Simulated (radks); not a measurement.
**Valence configurations of Cd**

NIST gives [Kr] 4d10 5s2 as the ground configuration of Cd. Does this level of theory agree? Several fillings of the valence shells are run.

Program: radks (a radial shooting solver on a logarithmic mesh, Libxc functionals) version 1. Level of theory: non-relativistic Kohn-Sham, PBE, spin-polarised, spherical densities, point nucleus; open shells are filled with parallel spins first. These are calculated values, not measurements, unless marked.

## 1. Starting point

```
element       : cadmium (Z = 48)
charge        : 0
electrons     : 48
configuration : [Kr] 4d10 5s2
others tried  : 4d9 5s2 5p1; 4d10 5s1 5p1; 4d8 5s2 5p2; 4d8 5s1 5p3; 4d6 5s1 5p5; 4d10 5s1.5 5p0.5; 4d7.5 5s1 5p3.5; 4d10 5p2; 4d8 5p4
```

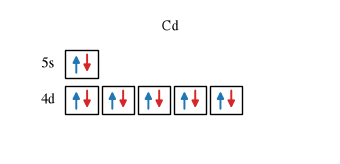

Outer shells as boxes.

In the logs a row gives level, spin channel, occupation and eigenvalue; Etot, Ekin, Encl (electron-nucleus), Eh (Hartree) and Exc are energies, all in hartree; err is the last residual, it the number of iterations.

## 2. [Kr] 4d10 5s2

The run's settings:

```text
Z 48
configuration [Kr] 4d10 5s2
relativity non-relativistic
functional pbe,pbe
spin polarised
nucleus point
```

What it wrote:

```text
1s      1   1.0000        -942.58071447
2s      1   1.0000        -136.95621206
2p      1   3.0000        -127.67589654
3s      1   1.0000         -25.41807654
3p      1   3.0000         -21.64847681
3d      1   5.0000         -14.67338367
4s      1   1.0000          -3.60125946
4p      1   3.0000          -2.39505122
4d      1   5.0000          -0.46449632
5s      1   1.0000          -0.19398978
1s      2   1.0000        -942.58071447
2s      2   1.0000        -136.95621206
2p      2   3.0000        -127.67589654
3s      2   1.0000         -25.41807654
3p      2   3.0000         -21.64847681
3d      2   5.0000         -14.67338367
4s      2   1.0000          -3.60125946
4p      2   3.0000          -2.39505122
4d      2   5.0000          -0.46449632
5s      2   1.0000          -0.19398978
Etot -5467.051582940002
Ekin 5464.791218815628
Encl -13014.990822990092
Eh 2233.881389982551
Exc -150.73336874808885
err 2.4620199206562485e-09
it 14
```

The top filled level is 5s, -5.279 eV.

Sizes of the orbitals, from the radial functions (bohr):

| level | occupation | energy (eV) | <r> | outermost maximum (interpolated) | 90 % within | nodes |
| --- | --- | --- | --- | --- | --- | --- |
| 2p | 6 | -3474.2 | 0.1173 | 0.0913 | 0.190 | 0 |
| 3s | 2 | -691.66 | 0.3712 | 0.336 | 0.545 | 2 |
| 3p | 6 | -589.09 | 0.3628 | 0.323 | 0.545 | 1 |
| 3d | 10 | -399.28 | 0.3346 | 0.266 | 0.528 | 0 |
| 4s | 2 | -97.995 | 0.9098 | 0.822 | 1.32 | 3 |
| 4p | 6 | -65.173 | 0.9738 | 0.857 | 1.44 | 2 |
| 4d | 10 | -12.640 | 1.274 | 0.975 | 2.03 | 1 |
| 5s | 2 | -5.279 | 3.033 | 2.44 | 4.62 | 4 |

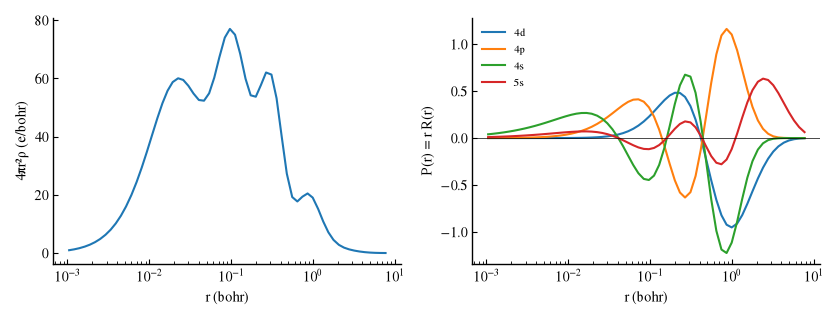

Radial density (left) and radial functions of outer levels (right).

## 3. [Kr] 4d9 5s2 5p1

The run's settings:

```text
Z 48
configuration [Kr] 4d9 5s2 5p1
relativity non-relativistic
functional pbe,pbe
spin polarised
nucleus point
```

What it wrote:

```text
1s      1   1.0000        -942.83945143
2s      1   1.0000        -137.22838376
2p      1   3.0000        -127.94643609
3s      1   1.0000         -25.68323225
3p      1   3.0000         -21.91409869
3d      1   5.0000         -14.94144945
4s      1   1.0000          -3.85805282
4p      1   3.0000          -2.64551079
4d      1   5.0000          -0.68565283
5s      1   1.0000          -0.28628376
5p      1   1.0000          -0.10581340
1s      2   1.0000        -942.83900814
2s      2   1.0000        -137.21991716
2p      2   3.0000        -127.93996546
3s      2   1.0000         -25.67904374
3p      2   3.0000         -21.90920486
3d      2   5.0000         -14.93397052
4s      2   1.0000          -3.82719658
4p      2   3.0000          -2.61448420
4d      2   4.0000          -0.65506407
5s      2   1.0000          -0.25810004
5p      2   0.0000          -0.07949142
Etot -5466.5678451836675
Ekin 5464.324336272011
Encl -13002.823215672004
Eh 2222.328207915516
Exc -150.39717369919066
err 6.863431445246613e-09
it 14
```

Energy against step 2 ([Kr] 4d10 5s2): +13.163 eV. 5p up is the highest filled level (-2.879 eV).

## 4. [Kr] 4d10 5s1 5p1

The run's settings:

```text
Z 48
configuration [Kr] 4d10 5s1 5p1
relativity non-relativistic
functional pbe,pbe
spin polarised
nucleus point
```

What it wrote:

```text
1s      1   1.0000        -942.63787197
2s      1   1.0000        -137.01151463
2p      1   3.0000        -127.73136282
3s      1   1.0000         -25.47460068
3p      1   3.0000         -21.70498534
3d      1   5.0000         -14.72961404
4s      1   1.0000          -3.65942831
4p      1   3.0000          -2.45368995
4d      1   5.0000          -0.52509050
5s      1   1.0000          -0.25079022
5p      1   1.0000          -0.09047038
1s      2   1.0000        -942.63680352
2s      2   1.0000        -137.01153269
2p      2   3.0000        -127.73105864
3s      2   1.0000         -25.47380436
3p      2   3.0000         -21.70417911
3d      2   5.0000         -14.72907480
4s      2   1.0000          -3.65818673
4p      2   3.0000          -2.45164514
4d      2   5.0000          -0.51547357
5s      2   0.0000          -0.20147671
5p      2   0.0000          -0.03671783
Etot -5466.922109140977
Ekin 5464.67258509966
Encl -13012.101176161303
Eh 2231.209543216266
Exc -150.70306129560024
err 7.007928563231774e-09
it 14
```

E − E(step 2, [Kr] 4d10 5s2) = +3.523 eV. The top filled level is 5p up, -2.462 eV.

## 5. [Kr] 4d8 5s2 5p2

The run's settings:

```text
Z 48
configuration [Kr] 4d8 5s2 5p2
relativity non-relativistic
functional pbe,pbe
spin polarised
nucleus point
```

What it wrote:

```text
1s      1   1.0000        -943.09711938
2s      1   1.0000        -137.50271018
2p      1   3.0000        -128.21892023
3s      1   1.0000         -25.94753805
3p      1   3.0000         -22.17900648
3d      1   5.0000         -15.20948823
4s      1   1.0000          -4.10662981
4p      1   3.0000          -2.88655246
4d      1   5.0000          -0.89675676
5s      1   1.0000          -0.36378793
5p      1   2.0000          -0.15458022
1s      2   1.0000        -943.09587804
2s      2   1.0000        -137.48450301
2p      2   3.0000        -128.20485812
3s      2   1.0000         -25.93831285
3p      2   3.0000         -22.16823868
3d      2   5.0000         -15.19321988
4s      2   1.0000          -4.04000533
4p      2   3.0000          -2.81964889
4d      2   3.0000          -0.83082662
5s      2   1.0000          -0.30601380
5p      2   0.0000          -0.10216027
Etot -5465.954827766601
Ekin 5463.7288763418655
Encl -12990.758386857084
Eh 2211.1670741594917
Exc -150.09239141087448
err 6.31101796685423e-09
it 13
```

Energy against step 2 ([Kr] 4d10 5s2): +29.844 eV. The top filled level is 5p up, -4.206 eV.

## 6. [Kr] 4d8 5s1 5p3

The run's settings:

```text
Z 48
configuration [Kr] 4d8 5s1 5p3
relativity non-relativistic
functional pbe,pbe
spin polarised
nucleus point
```

What it wrote:

```text
1s      1   1.0000        -943.12894175
2s      1   1.0000        -137.53391000
2p      1   3.0000        -128.25016371
3s      1   1.0000         -25.97994486
3p      1   3.0000         -22.21144437
3d      1   5.0000         -15.24178646
4s      1   1.0000          -4.14054301
4p      1   3.0000          -2.92056601
4d      1   5.0000          -0.93176475
5s      1   1.0000          -0.39806701
5p      1   3.0000          -0.18073077
1s      2   1.0000        -943.12584156
2s      2   1.0000        -137.51485725
2p      2   3.0000        -128.23485717
3s      2   1.0000         -25.96891981
3p      2   3.0000         -22.19876367
3d      2   5.0000         -15.22378019
4s      2   1.0000          -4.06883388
4p      2   3.0000          -2.84761643
4d      2   3.0000          -0.85328149
5s      2   0.0000          -0.28944392
5p      2   0.0000          -0.07100776
Etot -5465.823392168889
Ekin 5463.617215539337
Encl -12989.034671905127
Eh 2209.7361386348102
Exc -150.14207443790897
err 6.305425605340346e-09
it 13
```

E − E(step 2, [Kr] 4d10 5s2) = +33.421 eV. 5p up is the highest filled level (-4.918 eV).

## 7. [Kr] 4d6 5s1 5p5

The run's settings:

```text
Z 48
configuration [Kr] 4d6 5s1 5p5
relativity non-relativistic
functional pbe,pbe
spin polarised
nucleus point
```

What it wrote:

```text
1s      1   1.0000        -943.69004489
2s      1   1.0000        -138.13750429
2p      1   3.0000        -128.84893033
3s      1   1.0000         -26.55286427
3p      1   3.0000         -22.78578833
3d      1   5.0000         -15.82458487
4s      1   1.0000          -4.65690350
4p      1   3.0000          -3.41916367
4d      1   5.0000          -1.36786662
5s      1   1.0000          -0.51938440
5p      1   3.0000          -0.25280728
1s      2   1.0000        -943.68714457
2s      2   1.0000        -138.09610175
2p      2   3.0000        -128.81737757
3s      2   1.0000         -26.53173563
3p      2   3.0000         -22.76136168
3d      2   5.0000         -15.78783275
4s      2   1.0000          -4.50413716
4p      2   3.0000          -3.26572909
4d      2   1.0000          -1.21783257
5s      2   0.0000          -0.43979721
5p      2   2.0000          -0.19412491
Etot -5464.029015872047
Ekin 5461.838789100355
Encl -12962.72497679709
Eh 2186.321249632415
Exc -149.46407780772745
err 7.03194499157102e-09
it 13
```

Energy against step 2 ([Kr] 4d10 5s2): +82.248 eV. Highest occupied level: 5p down at -5.282 eV.

## 8. [Kr] 4d10 5s1.5 5p0.5

The run's settings:

```text
Z 48
configuration [Kr] 4d10 5s1.5 5p0.5
relativity non-relativistic
functional pbe,pbe
spin polarised
nucleus point
```

What it wrote:

```text
1s      1   1.0000        -942.61280577
2s      1   1.0000        -136.98733321
2p      1   3.0000        -127.70710392
3s      1   1.0000         -25.44977290
3p      1   3.0000         -21.68016498
3d      1   5.0000         -14.70493387
4s      1   1.0000          -3.63371059
4p      1   3.0000          -2.42773923
4d      1   5.0000          -0.49812436
5s      1   1.0000          -0.22547643
5p      1   0.5000          -0.07202735
1s      2   1.0000        -942.61230864
2s      2   1.0000        -136.98736235
2p      2   3.0000        -127.70698018
3s      2   1.0000         -25.44941196
3p      2   3.0000         -21.67980209
3d      2   5.0000         -14.70470239
4s      2   1.0000          -3.63324061
4p      2   3.0000          -2.42691276
4d      2   5.0000          -0.49366469
5s      2   0.5000          -0.20150371
5p      2   0.0000          -0.04883182
Etot -5466.982659185284
Ekin 5464.726855948249
Encl -13013.380226404566
Eh 2232.3793946179153
Exc -150.70868334688322
err 7.369549961409028e-09
it 14
```

E − E(step 2, [Kr] 4d10 5s2) = +1.876 eV. The top filled level is 5p up, -1.960 eV.

## 9. [Kr] 4d7.5 5s1 5p3.5

The run's settings:

```text
Z 48
configuration [Kr] 4d7.5 5s1 5p3.5
relativity non-relativistic
functional pbe,pbe
spin polarised
nucleus point
```

What it wrote:

```text
1s      1   1.0000        -943.26786854
2s      1   1.0000        -137.68245523
2p      1   3.0000        -128.39758817
3s      1   1.0000         -26.12201775
3p      1   3.0000         -22.35384095
3d      1   5.0000         -15.38605723
4s      1   1.0000          -4.27126583
4p      1   3.0000          -3.04706045
4d      1   5.0000          -1.04223970
5s      1   1.0000          -0.43128077
5p      1   3.0000          -0.20109391
1s      2   1.0000        -943.26471728
2s      2   1.0000        -137.65809578
2p      2   3.0000        -128.37837533
3s      2   1.0000         -26.10852454
3p      2   3.0000         -22.33829110
3d      2   5.0000         -15.36353636
4s      2   1.0000          -4.18069917
4p      2   3.0000          -2.95547507
4d      2   2.5000          -0.94784157
5s      2   0.0000          -0.33255154
5p      2   0.5000          -0.11455732
Etot -5465.423061326005
Ekin 5463.2196683970105
Encl -12982.508918933789
Eh 2203.8249257751518
Exc -149.95873656437902
err 7.447817058821912e-09
it 13
```

Energy against step 2 ([Kr] 4d10 5s2): +44.314 eV. 5p down is the highest filled level (-3.117 eV).

## 10. [Kr] 4d10 5p2

The run's settings:

```text
Z 48
configuration [Kr] 4d10 5p2
relativity non-relativistic
functional pbe,pbe
spin polarised
nucleus point
```

What it wrote:

```text
1s      1   1.0000        -942.69331497
2s      1   1.0000        -137.06568998
2p      1   3.0000        -127.78557920
3s      1   1.0000         -25.52942609
3p      1   3.0000         -21.75982055
3d      1   5.0000         -14.78436395
4s      1   1.0000          -3.71542955
4p      1   3.0000          -2.50958404
4d      1   5.0000          -0.57775403
5p      1   2.0000          -0.11464498
1s      2   1.0000        -942.69260508
2s      2   1.0000        -137.06580827
2p      2   3.0000        -127.78529425
3s      2   1.0000         -25.52895559
3p      2   3.0000         -21.75928301
3d      2   5.0000         -14.78399055
4s      2   1.0000          -3.71454710
4p      2   3.0000          -2.50824153
4d      2   5.0000          -0.57137411
5p      2   0.0000          -0.06296986
Etot -5466.758860095955
Ekin 5464.514254972446
Encl -13009.236395896112
Eh 2228.6157864923853
Exc -150.65250566467378
err 1.8185579926493546e-09
it 15
```

E − E(step 2, [Kr] 4d10 5s2) = +7.965 eV. The top filled level is 5p up, -3.120 eV.

## 11. [Kr] 4d8 5p4

The run's settings:

```text
Z 48
configuration [Kr] 4d8 5p4
relativity non-relativistic
functional pbe,pbe
spin polarised
nucleus point
```

What it wrote:

```text
1s      1   1.0000        -943.19029280
2s      1   1.0000        -137.59452997
2p      1   3.0000        -128.31056609
3s      1   1.0000         -26.04055020
3p      1   3.0000         -22.27200446
3d      1   5.0000         -15.30238628
4s      1   1.0000          -4.19976883
4p      1   3.0000          -2.97927296
4d      1   5.0000          -0.98569424
5p      1   3.0000          -0.19329661
1s      2   1.0000        -943.18884289
2s      2   1.0000        -137.57609308
2p      2   3.0000        -128.29622156
3s      2   1.0000         -26.03104963
3p      2   3.0000         -22.26092075
3d      2   5.0000         -15.28577065
4s      2   1.0000          -4.13189660
4p      2   3.0000          -2.91095709
4d      2   3.0000          -0.91767102
5p      2   1.0000          -0.14110391
Etot -5465.530044819053
Ekin 5463.311390565657
Encl -12985.777662115204
Eh 2206.939968635045
Exc -150.00374190454994
err 3.387707303429662e-09
it 14
```

Energy against step 2 ([Kr] 4d10 5s2): +41.403 eV. Highest occupied level: 5p down at -3.840 eV.

## 12. What came out

| valence | E − E(NIST configuration) (eV) | moment (μB) | highest level | its energy (eV) | 1s shift (eV) |
| --- | --- | --- | --- | --- | --- |
| 4d10 5s2 | 0.000 | 0 | 5s | -5.279 | +0.00 |
| 4d10 5s1.5 5p0.5 | 1.876 | 1 | 5p up | -1.960 | -0.87 |
| 4d10 5s1 5p1 | 3.523 | 2 | 5p up | -2.462 | -1.56 |
| 4d10 5p2 | 7.965 | 2 | 5p up | -3.120 | -3.06 |
| 4d9 5s2 5p1 | 13.163 | 2 | 5p up | -2.879 | -7.04 |
| 4d8 5s2 5p2 | 29.844 | 4 | 5p up | -4.206 | -14.05 |
| 4d8 5s1 5p3 | 33.421 | 6 | 5p up | -4.918 | -14.92 |
| 4d8 5p4 | 41.403 | 4 | 5p down | -3.840 | -16.59 |
| 4d7.5 5s1 5p3.5 | 44.314 | 6 | 5p down | -3.117 | -18.70 |
| 4d6 5s1 5p5 | 82.248 | 6 | 5p down | -5.282 | -30.19 |

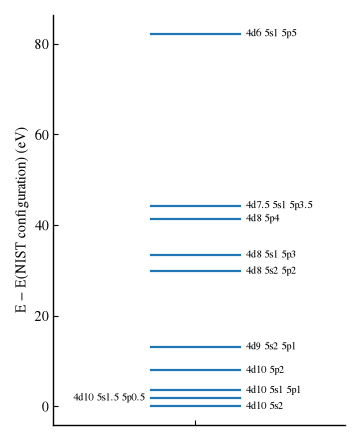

Energies of the configurations.

**Reading.** The NIST configuration is the lowest of those tried, 1.876 eV under 4d10 5s1.5 5p0.5. The energies are those of spherical high-spin densities, not of single terms. Relativity is left out, which favours d and f over s occupation in heavy atoms. The 1s eigenvalue shifts by up to 30.19 eV as the valence charge is rearranged.
